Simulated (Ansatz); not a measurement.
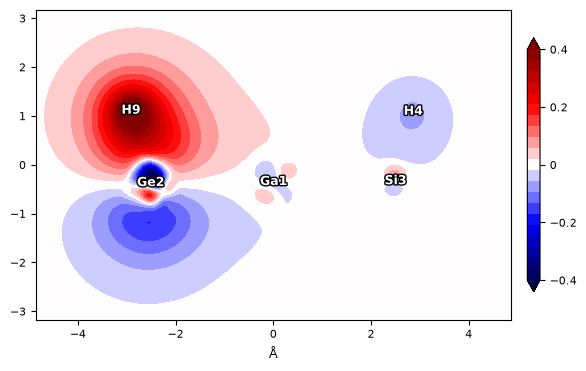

Figure. GaGeH$_{6}$Si (charge +1). The HOMO−1 on the plane of atoms Ga1, Ge2 and H9 (values in Å⁻³ᐟ²; the overall sign is arbitrary).

Geometry: B3LYP/6-31G*.

Level of theory: isolated molecule in a Gaussian basis; Kohn-Sham density functional theory, functional PBE0 in Ansatz 0.2.0.

```tsv
atom	x (Å)	y (Å)	z (Å)
Ga	-0.0029	0.1210	0.8944
Ge	2.0344	1.3487	0.0720
Si	-2.0083	-1.0947	1.7024
H	-1.8153	-1.2207	3.1644
H	-1.9813	-2.3902	0.9873
H	-3.1529	-0.2346	1.3275
H	2.5804	0.4856	-1.0769
H	1.5149	2.7215	-0.3845
H	2.9740	1.4199	1.2864
```

Describe this orbital and give its energy.

Answer. Its weight (Hirshfeld) is mainly on Ge2 (about 45 %), H7 (about 30 %) and H9 (about 15 %). It is one of a degenerate set, so its orientation is arbitrary. Its energy is −14.31 eV.
